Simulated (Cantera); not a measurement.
Charge: 1 mol TiCl4, 9.7 mol CH4, 68 mol H2, held at 0.100 bar.

Equilibrium computed with Cantera from the NASA thermochemical tables; the gas is ideal and each condensed phase is pure. Candidate condensed phases: C, C6H6, C7H8, C8H18, Ti, TiC, TiCl2, TiCl3, TiCl4; 96 gas species. The tables' values for TiCl2 are old estimates; treat these amounts as uncertain. TiC: taken at fixed stoichiometry. Rates play no part.

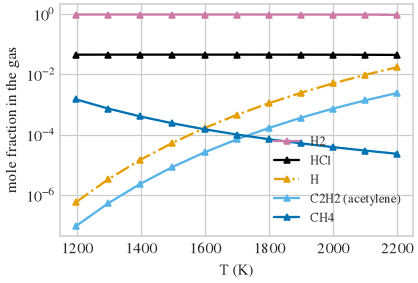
*Equilibrium gas composition (values under 1e-9 drawn at 1e-9)*

From 1198 K to 2198 K the condensed part is C(graphite) + TiC(s).
